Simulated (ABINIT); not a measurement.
# Converging GW for ZnSe (Stilleite) in ABINIT, part 2 of 2

Aim: raise bands and screening cutoff together for ZnSe (Stilleite) and follow gap and time.

ABINIT 10.8.3; PBE and many-body steps on it, plane waves. Known limits of the many-body steps: not at the basis limit; no spin-orbit coupling; coarse k mesh.

So far. Step 3 (Screening, 4×4×4 mesh, 125 bands, screening to 125.2 eV): Local fields lower ε∞ by 7 %. On a Γ-centred mesh this coarse the value itself is usually too large, while a short band sum pulls it down. Step 4 (125 bands, 125.2 eV): The gap on the mesh goes from 1.29 eV to 2.00 eV, a correction of +0.72 eV.

## (6) 185 bands, 170.3 eV

This step: G0W0 on PBE, plane waves, norm-conserving pseudopotentials.

The input, run.abi:

```
acell 3*1.0 Angstrom
rprim 
  -0.000000000000 2.833800000000 2.833800000000
  2.833800000000 -0.000000000000 2.833800000000
  2.833800000000 2.833800000000 0.000000000000
ntypat 2
znucl 30 34
natom 2
typat 1 2
xred 
  0.000000000000 0.000000000000 0.000000000000
  0.250000000000 0.250000000000 0.250000000000
pp_dirpath "pseudos"
pseudos "Zn.upf, Se.upf"
ecut 48
ngkpt 4 4 4
nshiftk 1
shiftk 0 0 0
kptopt 1
chksymbreak 0
istwfk *1
occopt 1
irdwfk 1
optdriver 4
nband 185
gwcalctyp 0
ecutsigx 48
symsigma 1
nkptgw 3
kptgw 
  0.0000000000 0.0000000000 0.0000000000
  0.5000000000 0.0000000000 0.0000000000
  0.5000000000 0.5000000000 0.0000000000
bdgw 
  20 26
  21 25
  21 24
ecuteps 6.26
irdscr 1
ppmodel 1
indata_prefix "in"
outdata_prefix "out"
tmpdata_prefix "tmp"
```

On the command line:

```console
> OMP_NUM_THREADS=1 mpirun -n 8 abinit run.abi > log
```

The log of the run:

```text
.Version 10.8.3 of ABINIT. v10.8.2 released Aug 2026.

 Symmetries : space group F-4 3 m (#216); Bravais cF (face-center cubic)
[... echo of the input left out ...]
== DATASET  1 ==================================================================
-   mpi_nproc: 8, omp_nthreads: 1 (-1 if OMP is not activated)

--- !DatasetInfo
iteration_state: {dtset: 1, }
dimensions: {natom: 2, nkpt: 8, mband: 185, nsppol: 1, nspinor: 1, nspden: 1, mpw: 4910, }
cutoff_energies: {ecut:  48.0, pawecutdg:  -1.0, }
electrons: {nelect:   4.40000000E+01, charge:   0.00000000E+00, occopt:   1.00000000E+00, tsmear:   1.00000000E-02, }

 SIGMA: Calculation of the GW corrections

 Based on a program developped by R.W. Godby, V. Olevano, G. Onida, and L. Reining.
 Incorporated in ABINIT by V. Olevano, G.-M. Rignanese, and M. Torrent.
.Using double precision arithmetic ; gwpc =  8

[... cell and pseudopotentials left out ...]
--------------------------------------------------------------------------------

 ==== K-mesh for the wavefunctions ====
 Number of points in the irreducible wedge :     8
[... list of points left out ...]
 Together with 24 symmetry operations and time-reversal symmetry
 yields    64 points in the full Brillouin Zone.

 ==== Q-mesh for screening function ====
 Number of points in the irreducible wedge :     8
[... list of points left out ...]
 Together with 24 symmetry operations and time-reversal symmetry
 yields    64 points in the full Brillouin Zone.

 vcoul_init : cutoff-mode = AUXILIARY_FUNCTION
 q-points for optical limit:   1
     1)      0.000010    0.000020    0.000030
 setmesh: FFT mesh size selected  =    48x   48x   48
          total number of points  =       110592

 Number of electrons calculated from density =   44.0000; Expected =   44.0000
[...]
number of plane-waves for wavefunctions          4909
 number of bands                                   185
 number of q-points in IBZ                           8
 number of frequencies                               2
 number of real frequencies                          1
 number of imag frequencies                          1

 matrix elements of self-energy operator (all in [eV])

 Perturbative Calculation

--- !SelfEnergy_ee
iteration_state: {dtset: 1, }
kpoint     : [   0.000,    0.000,    0.000, ]
spin       : 1
KS_gap     :    1.289
QP_gap     :    2.009
Delta_QP_KS:    0.720
data: !SigmaeeData |
     Band     E0 <VxcDFT>   SigX SigC(E0)      Z dSigC/dE  Sig(E)    E-E0       E
       20   4.164 -17.093 -19.827   1.874   0.801  -0.248 -17.783  -0.690   3.475
       21   4.164 -17.093 -19.827   1.874   0.801  -0.248 -17.783  -0.690   3.475
       22   4.164 -17.093 -19.827   1.874   0.801  -0.248 -17.783  -0.690   3.475
[...]
--- !SelfEnergy_ee
iteration_state: {dtset: 1, }
kpoint     : [   0.500,    0.000,    0.000, ]
spin       : 1
KS_gap     :    3.413
QP_gap     :    4.312
Delta_QP_KS:    0.900
data: !SigmaeeData |
     Band     E0 <VxcDFT>   SigX SigC(E0)      Z dSigC/dE  Sig(E)    E-E0       E
[...]
--- !SelfEnergy_ee
iteration_state: {dtset: 1, }
kpoint     : [   0.500,    0.500,    0.000, ]
spin       : 1
KS_gap     :    5.173
QP_gap     :    6.041
Delta_QP_KS:    0.869
data: !SigmaeeData |
     Band     E0 <VxcDFT>   SigX SigC(E0)      Z dSigC/dE  Sig(E)    E-E0       E
[...]
23   7.155  -9.890  -6.165  -3.804   0.827  -0.210  -9.955  -0.066   7.089
       24   7.631 -12.048  -7.894  -3.988   0.819  -0.222 -11.912   0.136   7.767

== END DATASET(S) ==============================================================
================================================================================

 -outvars: echo values of variables after computation  --------
           etotal      0.0000000000E+00
            nband         185
             nkpt           8
          spgroup         216
 [... the other variables as echoed above ...]

 Calculation completed.
```

Elapsed: 15 s, on 8 MPI ranks of Arm Neoverse V2, shared host; peak memory 1.9 GiB.

Numbers from this step:

- G0W0 gap on the points computed: 2.008 eV
- starting gap on the mesh: 1.289 eV
- k of the valence top: 0, 0, 0
- k of the conduction bottom: 0, 0, 0
- Z at the valence top: 0.801
- Z at the conduction bottom: 0.818
- least direct G0W0 gap on the computed points: 2.008 eV

Against G0W0 in ABINIT (4×4×4 mesh, 125 bands, screening to 125.2 eV, Godby-Needs plasmon pole), the gap moves by +0.004 eV.

## (7) Screening, 4×4×4 mesh, 271 bands, screening to 225.3 eV

This step: RPA screening on PBE, plane waves, norm-conserving pseudopotentials.

run.abi: that of step 6 with these lines changed.

```diff
@@ -23,19 +23,8 @@
 irdwfk 1
-optdriver 4
-nband 185
-gwcalctyp 0
-ecutsigx 48
-symsigma 1
-nkptgw 3
-kptgw 
-  0.0000000000 0.0000000000 0.0000000000
-  0.5000000000 0.0000000000 0.0000000000
-  0.5000000000 0.5000000000 0.0000000000
-bdgw 
-  20 26
-  21 25
-  21 24
-ecuteps 6.26
-irdscr 1
-ppmodel 1
+optdriver 3
+nband 271
+ecuteps 8.28
+inclvkb 2
+awtr 1
+symchi 1
 indata_prefix "in"
```

The log of the run:

```text
.Version 10.8.3 of ABINIT. v10.8.2 released Aug 2026.

 Symmetries : space group F-4 3 m (#216); Bravais cF (face-center cubic)
[... echo of the input left out ...]
== DATASET  1 ==================================================================
-   mpi_nproc: 8, omp_nthreads: 1 (-1 if OMP is not activated)

--- !DatasetInfo
iteration_state: {dtset: 1, }
dimensions: {natom: 2, nkpt: 8, mband: 271, nsppol: 1, nspinor: 1, nspden: 1, mpw: 4910, }
cutoff_energies: {ecut:  48.0, pawecutdg:  -1.0, }
[...]
--------------------------------------------------------------------------------
[... chi0 elements left out ...]
 For q-point:  0.000010 0.000020 0.000030
  dielectric constant =  13.5512
  dielectric constant without local fields =  14.4894

  Average fulfillment of the sum rule on Im[epsilon] for q-point    1 :     62.62  [%]
[... wings left out ...]
  q-point number  2        q = ( 0.250000, 0.000000, 0.000000) [r.l.u.]
--------------------------------------------------------------------------------
[... chi0 elements left out ...]
  Average fulfillment of the sum rule on Im[epsilon] for q-point    2 :     70.77  [%]

 [... 6 further q-points ...]
```

Run time: 2 min. Hardware: 8 MPI ranks; peak memory 3.5 GiB; 16 min of CPU time.

This step gave:

```
ε∞ with local fields, on this mesh, along the program's q direction : 13.55
the same without local fields                                       : 14.49
plasma frequency                                                    : 36.51 eV
plane waves in the screening matrix                                 : 339
```

## (8) 271 bands, 225.3 eV

This step: G0W0 on PBE, plane waves, norm-conserving pseudopotentials.

run.abi: that of step 7 with these lines changed.

```diff
@@ -23,8 +23,19 @@
 irdwfk 1
-optdriver 3
+optdriver 4
 nband 271
+gwcalctyp 0
+ecutsigx 48
+symsigma 1
+nkptgw 3
+kptgw 
+  0.0000000000 0.0000000000 0.0000000000
+  0.5000000000 0.0000000000 0.0000000000
+  0.5000000000 0.5000000000 0.0000000000
+bdgw 
+  20 26
+  21 25
+  21 24
 ecuteps 8.28
-inclvkb 2
-awtr 1
-symchi 1
+irdscr 1
+ppmodel 1
 indata_prefix "in"
```

The log of the run:

```text
.Version 10.8.3 of ABINIT. v10.8.2 released Aug 2026.

 Symmetries : space group F-4 3 m (#216); Bravais cF (face-center cubic)
[... echo of the input left out ...]
== DATASET  1 ==================================================================
-   mpi_nproc: 8, omp_nthreads: 1 (-1 if OMP is not activated)

--- !DatasetInfo
iteration_state: {dtset: 1, }
dimensions: {natom: 2, nkpt: 8, mband: 271, nsppol: 1, nspinor: 1, nspden: 1, mpw: 4910, }
cutoff_energies: {ecut:  48.0, pawecutdg:  -1.0, }
[...]
Band     E0 <VxcDFT>   SigX SigC(E0)      Z dSigC/dE  Sig(E)    E-E0       E
[...]
23   7.155  -9.890  -6.165  -3.845   0.827  -0.209  -9.990  -0.100   7.055
       24   7.631 -12.048  -7.894  -4.064   0.818  -0.222 -11.974   0.074   7.705

== END DATASET(S) ==============================================================
================================================================================

 -outvars: echo values of variables after computation  --------
           etotal      0.0000000000E+00
            nband         271
             nkpt           8
          spgroup         216
 [... the other variables as echoed above ...]

 Calculation completed.
```

Run time: 31 s. Hardware: 8 MPI ranks; peak memory 3 GiB.

Numbers from this step:

```
G0W0 gap on the points computed              : 2.011 eV
starting gap on the mesh                     : 1.289 eV
k of the valence top                         : 0, 0, 0
k of the conduction bottom                   : 0, 0, 0
least direct G0W0 gap on the computed points : 2.011 eV
```

Against G0W0 in ABINIT (4×4×4 mesh, 185 bands, screening to 170.3 eV, Godby-Needs plasmon pole), the gap moves by +0.003 eV.

## (9) Screening, 4×4×4 mesh, 406 bands, screening to 300.4 eV

This step: RPA screening on PBE, plane waves, norm-conserving pseudopotentials.

run.abi: that of step 8 with these lines changed.

```diff
@@ -23,19 +23,8 @@
 irdwfk 1
-optdriver 4
-nband 271
-gwcalctyp 0
-ecutsigx 48
-symsigma 1
-nkptgw 3
-kptgw 
-  0.0000000000 0.0000000000 0.0000000000
-  0.5000000000 0.0000000000 0.0000000000
-  0.5000000000 0.5000000000 0.0000000000
-bdgw 
-  20 26
-  21 25
-  21 24
-ecuteps 8.28
-irdscr 1
-ppmodel 1
+optdriver 3
+nband 406
+ecuteps 11.04
+inclvkb 2
+awtr 1
+symchi 1
 indata_prefix "in"
```

The log of the run:

```text
.Version 10.8.3 of ABINIT. v10.8.2 released Aug 2026.

 Symmetries : space group F-4 3 m (#216); Bravais cF (face-center cubic)
[... echo of the input left out ...]
== DATASET  1 ==================================================================
-   mpi_nproc: 8, omp_nthreads: 1 (-1 if OMP is not activated)

--- !DatasetInfo
iteration_state: {dtset: 1, }
dimensions: {natom: 2, nkpt: 8, mband: 406, nsppol: 1, nspinor: 1, nspden: 1, mpw: 4910, }
cutoff_energies: {ecut:  48.0, pawecutdg:  -1.0, }
[...]
--------------------------------------------------------------------------------
[... chi0 elements left out ...]
 For q-point:  0.000010 0.000020 0.000030
  dielectric constant =  13.5529
  dielectric constant without local fields =  14.4934

  Average fulfillment of the sum rule on Im[epsilon] for q-point    1 :     77.49  [%]
[... wings left out ...]
  q-point number  2        q = ( 0.250000, 0.000000, 0.000000) [r.l.u.]
--------------------------------------------------------------------------------
[... chi0 elements left out ...]
  Average fulfillment of the sum rule on Im[epsilon] for q-point    2 :     86.02  [%]

 [... 6 further q-points ...]
```

Wall time 4.3 min (8 MPI ranks); peak memory 4.6 GiB; 34 min of CPU time.

This step gave:

```yaml
eps_infinity_with_local_fields_on_this_mesh_along_the_program_s_q_direction: 13.55
the_same_without_local_fields: 14.49
plasma_frequency: 36.51 eV
plane_waves_in_the_screening_matrix: 537
```

## (10) 406 bands, 300.4 eV

This step: G0W0 on PBE, plane waves, norm-conserving pseudopotentials.

run.abi: that of step 9 with these lines changed.

```diff
@@ -23,8 +23,19 @@
 irdwfk 1
-optdriver 3
+optdriver 4
 nband 406
+gwcalctyp 0
+ecutsigx 48
+symsigma 1
+nkptgw 3
+kptgw 
+  0.0000000000 0.0000000000 0.0000000000
+  0.5000000000 0.0000000000 0.0000000000
+  0.5000000000 0.5000000000 0.0000000000
+bdgw 
+  20 26
+  21 25
+  21 24
 ecuteps 11.04
-inclvkb 2
-awtr 1
-symchi 1
+irdscr 1
+ppmodel 1
 indata_prefix "in"
```

The log of the run:

```text
.Version 10.8.3 of ABINIT. v10.8.2 released Aug 2026.

 Symmetries : space group F-4 3 m (#216); Bravais cF (face-center cubic)
[... echo of the input left out ...]
== DATASET  1 ==================================================================
-   mpi_nproc: 8, omp_nthreads: 1 (-1 if OMP is not activated)

--- !DatasetInfo
iteration_state: {dtset: 1, }
dimensions: {natom: 2, nkpt: 8, mband: 406, nsppol: 1, nspinor: 1, nspden: 1, mpw: 4910, }
cutoff_energies: {ecut:  48.0, pawecutdg:  -1.0, }
[...]
Band     E0 <VxcDFT>   SigX SigC(E0)      Z dSigC/dE  Sig(E)    E-E0       E
[...]
23   7.155  -9.890  -6.165  -3.872   0.827  -0.209 -10.012  -0.123   7.033
       24   7.631 -12.048  -7.894  -4.115   0.819  -0.221 -12.016   0.032   7.664

== END DATASET(S) ==============================================================
================================================================================

 -outvars: echo values of variables after computation  --------
           etotal      0.0000000000E+00
            nband         406
             nkpt           8
          spgroup         216
 [... the other variables as echoed above ...]

 Calculation completed.
```

It took 1.7 min on 8 MPI ranks; peak memory 4.5 GiB; 13 min of CPU time.

This step gave:

```
G0W0 gap on the points computed              : 2.012 eV
starting gap on the mesh                     : 1.289 eV
k of the valence top                         : 0, 0, 0
k of the conduction bottom                   : 0, 0, 0
least direct G0W0 gap on the computed points : 2.012 eV
```

Against G0W0 in ABINIT (4×4×4 mesh, 271 bands, screening to 225.3 eV, Godby-Needs plasmon pole), the gap moves by +0.001 eV.

## (11) Screening, 4×4×4 mesh, 591 bands, screening to 390.5 eV

This step: RPA screening on PBE, plane waves, norm-conserving pseudopotentials.

run.abi: that of step 10 with these lines changed.

```diff
@@ -23,19 +23,8 @@
 irdwfk 1
-optdriver 4
-nband 406
-gwcalctyp 0
-ecutsigx 48
-symsigma 1
-nkptgw 3
-kptgw 
-  0.0000000000 0.0000000000 0.0000000000
-  0.5000000000 0.0000000000 0.0000000000
-  0.5000000000 0.5000000000 0.0000000000
-bdgw 
-  20 26
-  21 25
-  21 24
-ecuteps 11.04
-irdscr 1
-ppmodel 1
+optdriver 3
+nband 591
+ecuteps 14.35
+inclvkb 2
+awtr 1
+symchi 1
 indata_prefix "in"
```

The log of the run:

```text
.Version 10.8.3 of ABINIT. v10.8.2 released Aug 2026.

 Symmetries : space group F-4 3 m (#216); Bravais cF (face-center cubic)
[... echo of the input left out ...]
== DATASET  1 ==================================================================
-   mpi_nproc: 8, omp_nthreads: 1 (-1 if OMP is not activated)

--- !DatasetInfo
iteration_state: {dtset: 1, }
dimensions: {natom: 2, nkpt: 8, mband: 591, nsppol: 1, nspinor: 1, nspden: 1, mpw: 4910, }
cutoff_energies: {ecut:  48.0, pawecutdg:  -1.0, }
[...]
--------------------------------------------------------------------------------
[... chi0 elements left out ...]
 For q-point:  0.000010 0.000020 0.000030
  dielectric constant =  13.5507
  dielectric constant without local fields =  14.4956

  Average fulfillment of the sum rule on Im[epsilon] for q-point    1 :     91.69  [%]
[... wings left out ...]
  q-point number  2        q = ( 0.250000, 0.000000, 0.000000) [r.l.u.]
--------------------------------------------------------------------------------
[... chi0 elements left out ...]
  Average fulfillment of the sum rule on Im[epsilon] for q-point    2 :    100.23  [%]

 [... 6 further q-points ...]
```

The job ended after 12 min (8 MPI ranks; peak memory 7.5 GiB; 1.6 h of CPU time).

This step gave:

```
ε∞ with local fields, on this mesh, along the program's q direction : 13.55
the same without local fields                                       : 14.50
plasma frequency                                                    : 36.51 eV
plane waves in the screening matrix                                 : 821
```

## (12) 591 bands, 390.5 eV

This step: G0W0 on PBE, plane waves, norm-conserving pseudopotentials.

run.abi: that of step 11 with these lines changed.

```diff
@@ -23,8 +23,19 @@
 irdwfk 1
-optdriver 3
+optdriver 4
 nband 591
+gwcalctyp 0
+ecutsigx 48
+symsigma 1
+nkptgw 3
+kptgw 
+  0.0000000000 0.0000000000 0.0000000000
+  0.5000000000 0.0000000000 0.0000000000
+  0.5000000000 0.5000000000 0.0000000000
+bdgw 
+  20 26
+  21 25
+  21 24
 ecuteps 14.35
-inclvkb 2
-awtr 1
-symchi 1
+irdscr 1
+ppmodel 1
 indata_prefix "in"
```

The log of the run:

```text
.Version 10.8.3 of ABINIT. v10.8.2 released Aug 2026.

 Symmetries : space group F-4 3 m (#216); Bravais cF (face-center cubic)
[... echo of the input left out ...]
== DATASET  1 ==================================================================
-   mpi_nproc: 8, omp_nthreads: 1 (-1 if OMP is not activated)

--- !DatasetInfo
iteration_state: {dtset: 1, }
dimensions: {natom: 2, nkpt: 8, mband: 591, nsppol: 1, nspinor: 1, nspden: 1, mpw: 4910, }
cutoff_energies: {ecut:  48.0, pawecutdg:  -1.0, }
[...]
Band     E0 <VxcDFT>   SigX SigC(E0)      Z dSigC/dE  Sig(E)    E-E0       E
[...]
23   7.155  -9.890  -6.165  -3.889   0.827  -0.209 -10.026  -0.137   7.019
       24   7.631 -12.048  -7.894  -4.141   0.819  -0.221 -12.037   0.011   7.642

== END DATASET(S) ==============================================================
================================================================================

 -outvars: echo values of variables after computation  --------
           etotal      0.0000000000E+00
            nband         591
             nkpt           8
          spgroup         216
 [... the other variables as echoed above ...]

 Calculation completed.
```

It took 5.6 min on 8 MPI ranks; peak memory 8.6 GiB; 45 min of CPU time.

This step gave:

| Quantity | Value |
| --- | --- |
| G0W0 gap on the points computed | 2.017 eV |
| starting gap on the mesh | 1.289 eV |
| k of the valence top | 0, 0, 0 |
| k of the conduction bottom | 0, 0, 0 |
| least direct G0W0 gap on the computed points | 2.017 eV |

Against G0W0 in ABINIT (4×4×4 mesh, 406 bands, screening to 300.4 eV, Godby-Needs plasmon pole), the gap moves by +0.005 eV.

## (13) Side by side

Times are wall times on 8 MPI ranks of Arm Neoverse V2, shared host, good to a factor of about two. A run's time includes the screening step that it read.

```csv
run,mesh,bands,screening cutoff (eV),DFT gap (eV),gap on the mesh (eV),direct (eV),ε∞ used,time
"125 bands, 125.2 eV",4×4×4,125,125.2,1.289,2.004,2.004,13.53,28 s
"185 bands, 170.3 eV",4×4×4,185,170.3,1.289,2.008,2.008,13.54,60 s
"271 bands, 225.3 eV",4×4×4,271,225.3,1.289,2.011,2.011,13.55,2.5 min
"406 bands, 300.4 eV",4×4×4,406,300.4,1.289,2.012,2.012,13.55,6 min
"591 bands, 390.5 eV",4×4×4,591,390.5,1.289,2.017,2.017,13.55,17 min
```

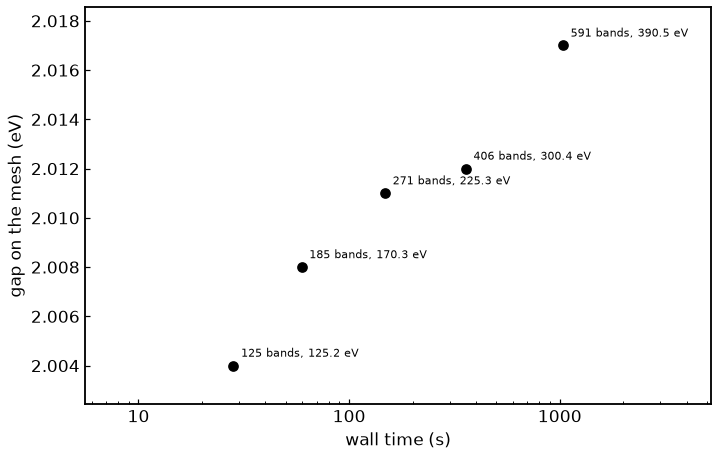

Result against wall time.

## (14) Outcome

| Property | Result |
| --- | --- |
| 125 bands, 125.2 eV | 2.004 eV |
| 185 bands, 170.3 eV | 2.008 eV |
| 271 bands, 225.3 eV | 2.011 eV |
| 406 bands, 300.4 eV | 2.012 eV |
| 591 bands, 390.5 eV | 2.017 eV |
| known limits | not at the basis limit; no spin-orbit coupling; coarse k mesh |

In words: From the first rung to the last the gap moves by +0.01 eV for 37 times the time. In the G0W0 runs levels were corrected at 3 k points alone, so a gap called «on the mesh» is the least over those, and an edge elsewhere would be missed. The 4×4×4 mesh is coarse for this cell, which bears on the long-range parts of exchange and screening. The many-body steps are scalar-relativistic: spin-orbit coupling is not in them.

[Paths, hosts, dates, memory and timing lines, banners, echoed tables and standing remarks are left out of the program output.]

[Logs are printed without paths, hosts, clocks, repeated set-up lines and the standing remarks that a program may print on its own settings, such as how far it seeks lower states.]

[Runs of the session that timed out or met a known fault of the program may be left out.]

[Hosts, paths, dates, database ids (printed as entryN), source tags and the programs' standing remarks are cut or masked in the printed files.]

[G0W0 gaps are taken among the corrected bands and points alone; a level outside them can change the order at an edge.]

[Where Ansatz stands beside ABINIT at settings called matched, ABINIT's density can come from a denser mesh and the files from another edition; pairs whose starting gaps differed by over 0.03 eV were left out, so agreement reads better than it is.]
